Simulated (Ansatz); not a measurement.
# KSrCl3 (model cell, started as cubic perovskite with Sr in the octahedra): a soft mode frozen in, part 3 of 3

Which phase does KSrCl3 (model cell, started as cubic perovskite with Sr in the octahedra) fall into along its unstable mode, and how much energy does it gain?

Ansatz 0.2.0; DFT PBEsol, scalar-relativistic, plane waves, PAW; PAW set soft_1.

So far. Step 5 (Energy along the mode, all amplitudes (two of the runs …): The lowest of the steps tried is the last one, at 0.6 Å, 32.6 meV/atom below the parent; the bottom of the well need not coincide with a step. Step 7 (The new phase in its own primitive cell): The largest force component left is 0.29 meV/Å and the pressure is -0.001 GPa, within the tolerances set. The cell now holds 31.99 Å³/atom. The relaxed cell has a, b, c = 7.790, 10.756, 7.637 Å (conventional setting).

The structure was built from a prototype and need not be the compound's stable phase.

## 8. Modes of the new phase

A relaxed structure may still be a saddle point, so its zone-centre modes are computed. The response to a homogeneous field gives the Born charges and the dielectric tensor.

input.yaml

```yaml
crystal:
  lattice:
    - [-3.8947705066, 5.3781164507, 3.8183458461]
    - [3.8947705066, -5.3781164507, 3.8183458461]
    - [3.8947705066, 5.3781164507, -3.8183458461]
  atoms:
    - { symbol: K, position: [0.7154222483, 0.9654222483, 0.75] }
    - { symbol: K, position: [0.2845777517, 0.0345777517, 0.25] }
    - { symbol: Sr, position: [0.5, 0.5, 0.0] }
    - { symbol: Sr, position: [0.0, 0.5, 0.5] }
    - { symbol: Cl, position: [0.8804710985, 0.6304710985, 0.25] }
    - { symbol: Cl, position: [0.1195289015, 0.3695289015, 0.75] }
    - { symbol: Cl, position: [0.6762827848, 0.0, 0.1762827848] }
    - { symbol: Cl, position: [0.3237172152, 0.0, 0.8237172152] }
    - { symbol: Cl, position: [0.3237172152, 0.5, 0.3237172152] }
    - { symbol: Cl, position: [0.6762827848, 0.5, 0.6762827848] }
kpoints:
  mp_grid: { grid: [4, 4, 4] }
hamiltonian:
  xc: pbesol
  pseudopotentials: { kind: paw, azcp: { folder: soft_1 }, xc_functional: pbe }
scf:
  occupations: { method: fixed }
output:
  eigenvalues: true
phonons:
  method: dfpt
  dielectric: true
  rigid_motions: translations
```

Command:

```
$ ansatz run input.yaml --threads 4 --pin off --max-ram 16384MiB --backend cpu --events-out ev --progress --plain --runs-dir out
```

Numbers of over 12 decimals in the logs are rounded to 6 here.

What it wrote:

```text
[...]
Crystal: 10 atoms, lattice volume = 319.924 Å³
Basis set: ecut = 420 eV, 6261 PW (Γ), exchange–correlation on 108×108×108 points (8 copies of the dense FFT grid, shifted against one another)
Bands: 50, of which v1, the nominal top of the filled ones, is band 40 counted from 1 (39 counted from 0)
Symmetry: 8 space group operations
k-points: 36 of 64 (irreducible under 1 space group operation, time reversal used)
[...]
SCF iter   1: F=—  HF=-16408.238179 eV  |F-HF|=—  |Δ(HF+E_count)|=         —  Δρ=4.29e-2  dr2=1.05e1  ethr=3.10e-3  ⟨swp⟩=9.2  Hψ=9991  notcnv=0  defer=265
[...]
SCF iter  12: F=-16403.925132 eV  HF=-16403.925132 eV  |F-HF|=3.64e-12  |Δ(HF+E_count)|=  9.09e-11  Δρ=6.49e-8  dr2=1.82e-11  ethr=1.00e-12  ⟨swp⟩=8.0  Hψ=9738  notcnv=0
SCF 1 converged in 12 iterations: F = -16403.925132 eV  dr2 = 1.82e-11
[...]
NSCF: frozen V_eff on 4 k-points
DFPT response loops at Γ: preconditioner auto → none (the input reference at scf.mixing.eps_inf says where Resta's filter doesn't serve); β = 0.50; Broyden in place of MSR1
SCF converged after 12 iterations
Free energy (F): -16403.925132 eV
[...]
Internal energy: -16403.925132 eV  (E = F + TS)
E sigma→0 (E₀):  -16403.925132 eV
Fermi energy:    1.195167 eV
[...]
--- Band table (eV; the first three rows and the last of 36) ---
  k-point 0: bands = [... 36 lower, 0.9424, 0.9493, 1.0992, 1.1952, 6.2384, 7.2401, 7.6256, 7.9310, ... 6 higher]
  k-point 1: bands = [... 36 lower, 0.8854, 0.9350, 1.0374, 1.1243, 6.7042, 7.5617, 7.7326, 7.9610, ... 6 higher]
  k-point 2: bands = [... 36 lower, 0.8957, 0.8957, 1.0802, 1.0802, 7.6327, 7.6327, 8.0895, 8.0895, ... 6 higher]
  k-point 35: bands = [... 36 lower, 0.8092, 0.8381, 0.8659, 1.1240, 7.5087, 7.5775, 7.8550, 7.9329, ... 6 higher]
--- Phonons (Γ-DFPT): 12 representative perturbations + reference, on 36 of 64 k-points (Σ response iterations 41) ---
  k mesh reduced under 1 symmetry operation, with k and −k counted as one. Each operation leaves every solved perturbation unchanged. A smaller set is not considered because the run solves the response to a homogeneous field
  ASR residual: 1.034e-4 → 0.000e0 eV/Å²; symmetrization residual: 1.820e-5 eV/Å²
  ASR residual per site (eV/Å²): 2.41e-5 2.41e-5 8.84e-5 8.84e-5 1.03e-4 1.03e-4 8.32e-5 8.32e-5 8.32e-5 8.32e-5
  Γ frequencies (cm⁻¹): -28.15 0.00 0.00 0.00 32.28 58.25 72.77 73.49 78.47 82.03 88.62 89.07 96.07 96.65 97.53 99.21 111.61 111.81 115.28 119.26 139.10 148.66 152.46 157.50 183.77 195.04 197.02 213.57 221.46 235.21
  ε∞ (high-frequency dielectric tensor):
        2.539124    -0.000000    -0.000000
       -0.000000     2.554069     0.000000
       -0.000000     0.000000     2.542731
  softest optical mode at Γ: -28.15 cm⁻¹; the repairs (sum rule, projections) moved no ω² at Γ by more than (2.23 cm⁻¹)²
  Born effective charges Z* (e; rows j = field, columns β = displacement):
    site 0:
         1.20709   -0.00000   -0.00000
        -0.00000    1.10747    0.00000
        -0.00000    0.00000    1.24037
    site 1:
         1.20709   -0.00000   -0.00000
         0.00000    1.10747    0.00000
        -0.00000    0.00000    1.24037
    site 2:
         2.31766    0.00000   -0.00000
        -0.00000    2.43191    0.00964
        -0.00000   -0.21298    2.36980
    site 3:
         2.31766   -0.00000   -0.00000
         0.00000    2.43191   -0.00964
        -0.00000    0.21298    2.36980
    site 4:
        -0.80730   -0.00000    0.00000
         0.00000   -1.73082    0.00000
         0.00000   -0.00000   -1.05309
    site 5:
        -0.80730   -0.00000    0.00000
        -0.00000   -1.73082    0.00000
         0.00000   -0.00000   -1.05309
    site 6:
        -1.35872    0.00000   -0.43321
         0.00000   -0.90428   -0.00000
        -0.41844   -0.00000   -1.27854
    site 7:
        -1.35872    0.00000   -0.43321
         0.00000   -0.90428   -0.00000
        -0.41844   -0.00000   -1.27854
    site 8:
        -1.35872   -0.00000    0.43321
        -0.00000   -0.90428    0.00000
         0.41844    0.00000   -1.27854
    site 9:
        -1.35872   -0.00000    0.43321
         0.00000   -0.90428    0.00000
         0.41844    0.00000   -1.27854
  Z* charge neutrality: 8.965e-5 e pre-enforcement
  k-mesh period / interband length: 31.2 Å / 1.30 Å = 23.91 at k = (0.0000, 0.0000, 0.0000), direct gap 5.043 eV — 14 or more, which is no proof of convergence
  optical modes at Γ without the LO–TO term, one row a degenerate level:
      ω (cm⁻¹)  modes    IR ((D/Å)²/amu)
        -28.15      1             1.1035
         32.28      1             0.0000
         58.25      1             0.0000
         72.77      1             0.0000
         73.49      1             0.1863
         78.47      1             0.5794
         82.03      1             0.0000
[...]
optical modes at Γ + LO–TO along q̂ = [1.0000, 0.0000, 0.0000]:
      ω (cm⁻¹)  modes    IR ((D/Å)²/amu)
[...]
optical modes at Γ + LO–TO along q̂ = [0.0000, 1.0000, 0.0000]:
      ω (cm⁻¹)  modes    IR ((D/Å)²/amu)
[...]
optical modes at Γ + LO–TO along q̂ = [0.0000, 0.0000, 1.0000]:
      ω (cm⁻¹)  modes    IR ((D/Å)²/amu)
[...]
115.28      1             0.0000
        132.10      1             0.3986
        139.10      1             0.0000
        148.66      1             0.0000
        157.50      1             0.9056
        170.01      1             1.4258
        183.77      1             0.0000
        195.04      1             5.8479
        197.02      1             0.0000
        213.57      1             6.5333
        235.21      1             0.0000
        261.86      1             9.0941
```

It took 7.3 min on 4 threads of Arm Neoverse V1, shared host; peak memory 2.6 GiB; 29 min of CPU time.

Numbers from this step:

```yaml
sum_rule_residual_before_enforcement: 1.03e-4 eV/Å²
miss_of_the_charge_sum_rule: 8.96e-5 e
point_group: mmm
highest_optical_mode_at_the_zone_centre_no_lo_to_term: 235.2 cm⁻¹
lowest_optical_zone_centre_mode: -28.15 cm⁻¹
mean_high_frequency_dielectric_constant: 2.545
largest_born_charge_third_of_the_trace: 2.373 e
top_of_the_zone_centre_spectrum_with_the_field: 261.9 cm⁻¹
```

Without the LO-TO term. Patterns of degenerate modes are one choice out of their space. Modes at Γ, with each element's share of the kinetic energy (negative means imaginary):

```csv
mode,frequency (cm⁻¹),symmetry,K %,Sr %,Cl %
1,-28.1,B3u,23,0,77
2,0.0,acoustic,17,38,46
3,0.0,acoustic,17,38,46
4,0.0,acoustic,17,38,46
5,32.3,B2g,26,0,74
6,58.2,B1g,0,0,100
7,72.8,Au,0,11,89
8,73.5,B2u,21,48,30
9,78.5,B3u,15,38,47
10,82.0,B3g,90,0,10
11,88.6,B2g,73,0,27
12,89.1,B1u,24,46,30
13,96.1,B2u,61,3,36
14,96.7,Ag,67,0,33
15,97.5,B3u,45,0,55
16,99.2,B1u,0,13,87
17,111.6,B3g,10,0,90
18,111.8,Ag,10,0,90
19,115.3,B2g,2,0,98
20,119.3,B1u,55,22,23
21,139.1,Ag,23,0,77
22,148.7,Au,0,89,11
23,152.5,B1u,4,58,38
24,157.5,B2u,1,87,12
25,183.8,B3g,0,0,100
26,195.0,B2u,0,24,76
27,197.0,B1g,0,0,100
28,213.6,B3u,0,24,76
29,221.5,B1u,0,23,77
30,235.2,B3g,0,0,100
```

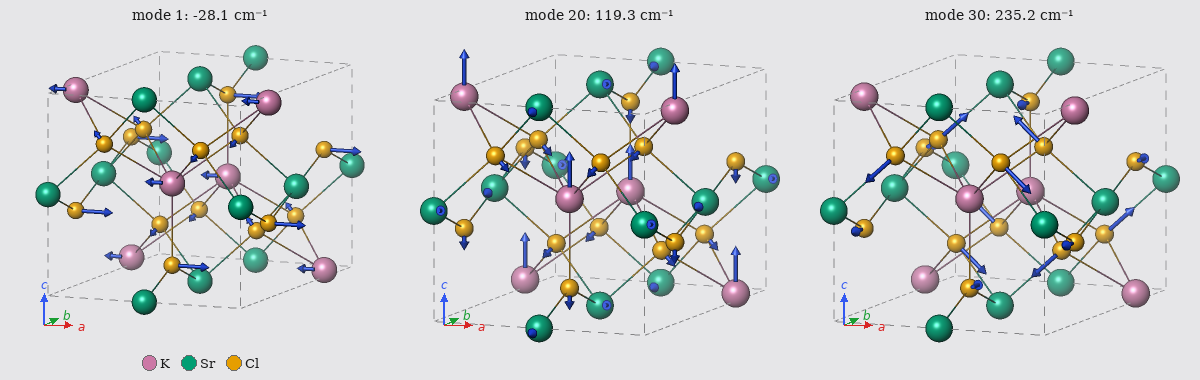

Displacement patterns of modes 1, 20 and 30 at Γ; arrows are exaggerated. Some periodic images of atoms are drawn too.

Optical modes at the zone centre, without and with the macroscopic field of the longitudinal modes; each column is sorted by frequency, so a row need not hold one and the same mode. Modes with and without the field, by row:

```csv
rank among optical modes,no field (cm⁻¹),"q along (1, 0, 0) (cm⁻¹)","q along (0, 1, 0) (cm⁻¹)","q along (0, 0, 1) (cm⁻¹)"
1,-28.1,20.9,-28.1,-28.1
2,32.3,32.3,32.3,32.3
3,58.2,58.2,58.2,58.2
4,72.8,72.8,72.8,72.8
5,73.5,73.5,74.3,73.5
6,78.5,81.4,78.5,78.5
7,82,82,82,82
8,88.6,88.6,88.6,88.6
9,89.1,89.1,89.1,89.9
10,96.1,96.1,96.7,96.1
11,96.7,96.7,97.5,96.7
12,97.5,99.2,99.2,97.5
13,99.2,111.6,111.6,99.9
14,111.6,111.8,111.8,111.6
15,111.8,115.3,115.3,111.8
16,115.3,119.3,119.3,115.3
17,119.3,122.2,120.2,132.1
18,139.1,139.1,139.1,139.1
19,148.7,148.7,148.7,148.7
20,152.5,152.5,152.5,157.5
21,157.5,157.5,161.8,170
22,183.8,183.8,183.8,183.8
23,195,195,197,195
24,197,197,213.6,197
25,213.6,221.5,221.5,213.6
26,221.5,235.2,235.2,235.2
27,235.2,258,242.8,261.9
```

Born charge (rows field, columns displacement) (e), principal values of the symmetric part by kind of site:

```csv
atom,atoms with these values,low,middle,high,mean
K1,2,1.11,1.21,1.24,1.18
Sr3,2,2.29,2.32,2.51,2.37
Cl5,2,-1.73,-1.05,-0.81,-1.20
Cl7,4,-1.75,-0.90,-0.89,-1.18
```

In full for Sr3:

```
 2.32  0.00  0.00
 0.00  2.43  0.01
 0.00 -0.21  2.37
```

High-frequency dielectric tensor:

```
2.54 0.00 0.00
0.00 2.55 0.00
0.00 0.00 2.54
```

Transverse modes; imaginary modes are left out. Infrared lines, with heights relative to the strongest:

```csv
position (cm⁻¹),lines merged,relative intensity
32,1,0.0
58,1,0.0
73,1,0.0
74,1,2.9
78,1,8.9
82,1,0.0
89,2,2.9
96,1,56
97,1,0.0
98,1,38
99,1,2.9
112,2,0.0
115,1,0.0
119,1,45
139,1,0.0
149,1,0.0
152,1,37
158,1,14
184,1,0.0
195,1,90
197,1,0.0
214,1,100
222,1,80
235,1,0.0
```

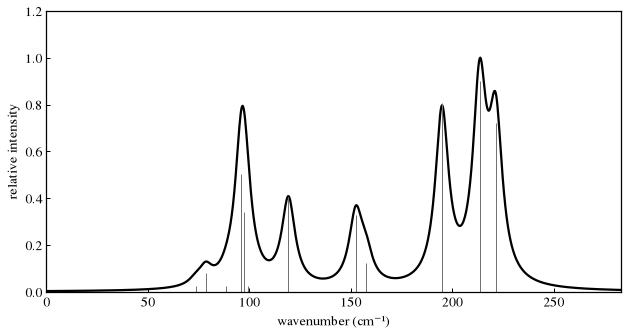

The infrared spectrum, broadened with Lorentzians of width 8 cm⁻¹; bars mark the lines.

Before it was imposed, the acoustic sum rule was missed by 1.0e-4 eV/Å² and the charge sum rule by 9.0e-5 e. Small misses are needed for a sound result but don't prove that mesh and cutoff are converged. The lowest optical mode is imaginary, 28.1i cm⁻¹, so the energy falls along it.

## 9. What came out

```yaml
unstable_mode_of_the_parent: q = (-0.5, -0.5, -0.5), 67i cm⁻¹
depth_at_the_lowest_point_sampled: 32.6 meV/atom
largest_atomic_shift_at_that_point: 0.6 Å
space_group_reached_within_0p01_a: Imma
energy_gained_over_the_parent_first_relaxation_on_the_mesh_of_the_frozen_mode: 75.8 meV/atom
volume_per_atom_phase_reached: 32.0 Å³
gap_on_the_k_mesh_phase_reached: 5.04 eV
lowest_optical_zone_centre_mode_phase_reached: -28.1 cm⁻¹
highest_optical_mode_at_the_zone_centre_no_lo_to_term_phase_reached: 235 cm⁻¹
```

What this shows: Along this mode the structure falls into Imma, 75.8 meV/atom below the parent. At the parent's cell the well is 32.62 meV/atom deep on the steps tried, with its lowest point at a shift of 0.6 Å. That is the last step tried, so the steps alone don't bracket the bottom of the well. Relaxing atoms and cell changes the gain by +43.15 meV/atom against the lowest step (energies at zero smearing). The new phase still has an imaginary mode at the zone centre of its cell, so it is a saddle point on the way to a lower structure. Of the 4 patterns followed to their end from this parent, this one reaches the lowest energy. Each path keeps the symmetry of its pattern, so a lower phase may lie along a pattern not tried. The PAW files were made for PBE and serve the other functionals too. The starting cell was built on a prototype and not taken from a measurement, so the phase need not exist.

[Logs are printed without paths, hosts, clocks, repeated set-up lines and the standing remarks that a program may print on its own settings, such as how far it seeks lower states.]

[Hosts, paths, dates, database ids (printed as entryN), source tags and the programs' standing remarks are cut or masked in the printed files.]
